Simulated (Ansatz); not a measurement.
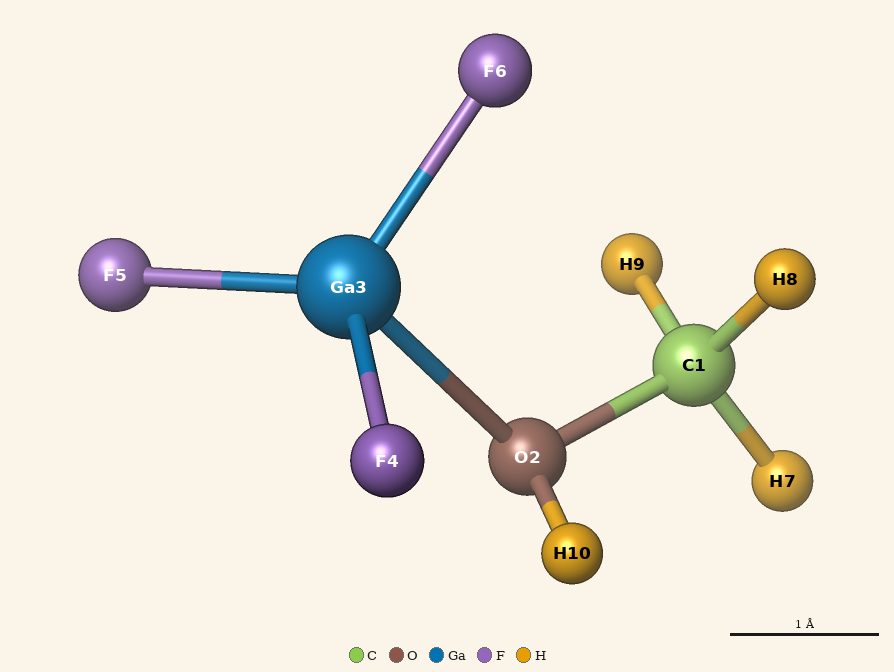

Orthographic view. Atoms fade into the background with distance from the viewer. Computed geometry: PBE-D4/def2-SVP optimisation. No frequency run is at hand to confirm it as a minimum.

Write a Z-matrix (Å, degrees) in the order of the atom numbers, with these reference atoms: 2 to 1; 3 to 2, 1; 4 to 3, 2, 1; 5 to 3, 4, 2; 6 to 3, 5, 4; 7 to 1, 2, 3; 8 to 1, 7, 2; 9 to 1, 7, 8; 10 to 2, 1, 9.

```
C  
O    1   1.448
Ga   2   2.055   1   119.2
F    3   1.779   2    88.4   1  -126.5
F    3   1.759   4   118.9   2   109.2
F    3   1.770   5   118.1   4  -152.4
H    1   1.108   2   109.2   3   173.7
H    1   1.108   7   111.3   2   123.3
H    1   1.105   7   109.4   8   120.5
H    2   0.983   1   110.8   9   177.5
```
